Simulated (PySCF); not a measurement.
Input file:

```
{"job": {"kind": "inter", "xc": "wB97M-D3(BJ)", "basis": "def2-TZVPD", "pairs": true}, "charge": 3, "multiplicity": 1, "parts": [{"atoms": "0-0", "charge": 3, "multiplicity": 1}, {"atoms": "1-3", "charge": 0, "multiplicity": 1}, {"atoms": "4-6", "charge": 0, "multiplicity": 1}]}
Al     0.082588     1.443275     1.566263
O      0.050211     2.448849     0.142337
H     -0.731465     2.598761    -0.469989
H      0.811352     2.988565    -0.228629
O      0.112828     0.432966     2.986256
H      0.333915    -0.546064     3.022442
H     -0.075017     0.716714     3.931187
```

Command:

```sh
OMP_NUM_THREADS=1 python cluster_run.py task.json out
```

Geometry: PBE0-D3(BJ)/def2-TZVPD.

Computed with wB97M-D3(BJ)/def2-TZVPD, SCF density, gas phase (PySCF).

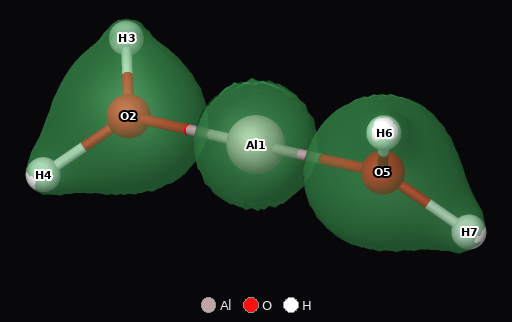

AlH$_{4}$O$_{2}$ (charge +3). Isosurface of the total electron density at 1 e/Å³ (green), seen at an oblique angle.

> How is the density connected at this value?

At this value the surface falls into three separate pieces. It bridges the sampled O–H (1.00 Å) contacts, where the density stays above the isovalue. It is pinched off along the sampled Al–O (1.74 Å) contacts. On the grid the lowest density along these lines, outside the cores, is 0.72 e/Å³ (Al–O, 1.74 Å) and 2 e/Å³ (O–H, 1.00 Å).
